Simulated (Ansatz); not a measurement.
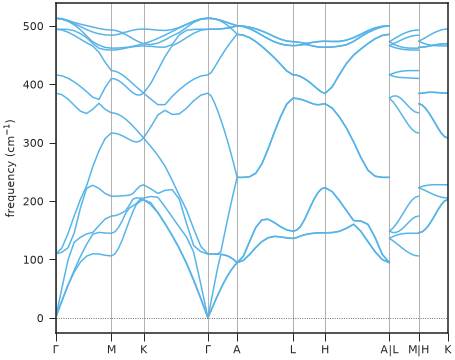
Figure: Phonon dispersion of Si in space group P6_3/mmc (No. 194; Si on 4f), r²SCAN in the plane-wave PAW code Ansatz; imaginary frequencies are drawn negative

**Question.** Is this phase dynamically stable?

**Answer.** Yes, on this path no branch is imaginary.

**Question.** How high does the spectrum reach?

**Answer.** About 510 cm⁻¹ (15.4 THz).

The workflow started from a Materials Project entry (that database holds measured and hypothetical structures alike); the Crystallography Open Database copy checked does not list it. It is not the phase usual at ambient conditions (space group No. 227). Symmetry was held in the r²SCAN relaxation.

Potentials: the later of the program's two PAW sets.
